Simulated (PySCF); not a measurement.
Vertical excitations of a molecule CH₁₃NSi₄ from TDA-M06-2X/def2-SVPD (PySCF), as energy in eV (oscillator strength): 5.43 (0.001), 6.05 (0.051), 6.26 (0.033), 6.34 (0.038), 6.68 (0.024), 6.73 (0.143). Lowest triplet (TDA): 5.19 eV. Geometry optimised at PBE0-D3(BJ)/def2-SVP. Other conformers were not sampled.

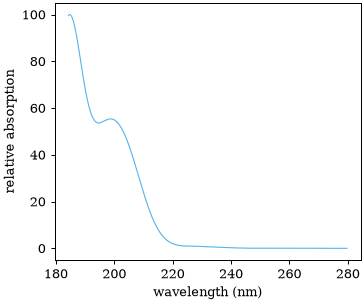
Figure. The lines broadened by 0.4 eV.

**Question.** Which molecule gave these data?
A. C[Si@@H]([SiH3])[SiH2][SiH2]N
B. CN[Si@H]([SiH3])[SiH2][SiH3]
C. [SiH3]NC[SiH2][SiH2][SiH3]
D. N[SiH2][SiH2][SiH2]C[SiH3]

**Answer.** C, [SiH3]NC[SiH2][SiH2][SiH3]
